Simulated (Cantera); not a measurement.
Input: 1 mol CuO, 3.8 mol C, 0.87 mol CO, 4.7 mol CH4, held at 2.10 bar.

Method: chemical equilibrium by Gibbs-energy minimisation in Cantera with the NASA 1993 tables (ideal gas, pure condensed phases). Candidate condensed phases: C, C6H6, C7H8, C8H18, Cu, CuO, Cu(OH)2, Cu2O, H2O; 113 gas species. The numbers say what is thermodynamically allowed, not how fast it happens.

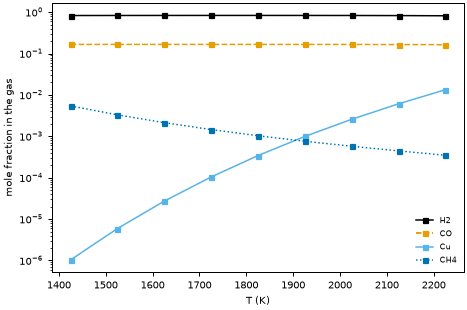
Figure: Equilibrium gas composition (values under 1e-9 drawn at 1e-9)

Read off the mole fractions at 2025 K.

H2 about 0.83, CO about 0.17, Cu about 0.0026, CH4 about 0.00057.
